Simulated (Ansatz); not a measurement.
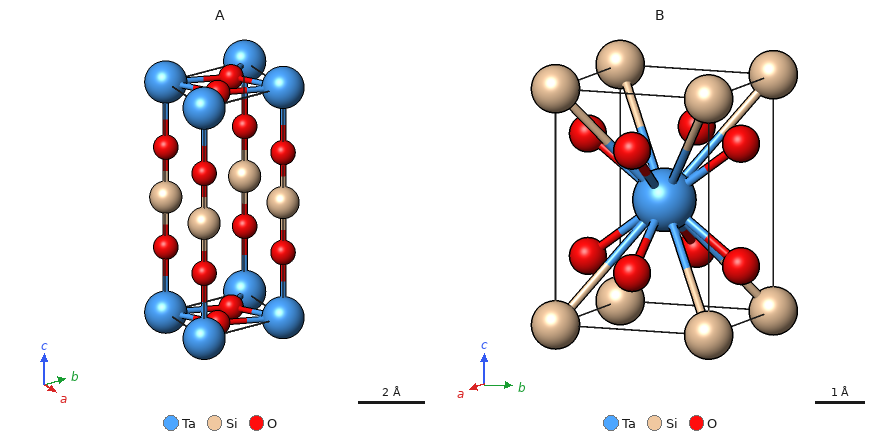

Two structures of TaSiO4, each relaxed to rest (conventional cells in solid outline, small ones repeated, not to one scale). Method: DFT PBE, scalar-relativistic, plane waves, PAW (Ansatz 0.2.0), without spin polarisation.

**Give the type and space group of each.**

A: 6 atoms a cell on a primitive hexagonal lattice, P6/mmm. B: 6 atoms a cell on a primitive tetragonal lattice, P4/mmm.

**Compare their energies: which is lower?**

B is lower, by 246 meV/atom at this level of theory (energies at zero smearing). Volumes: A 14.1, B 9.4 Å³/atom.

One or both may be structure types tried for this composition rather than known phases.
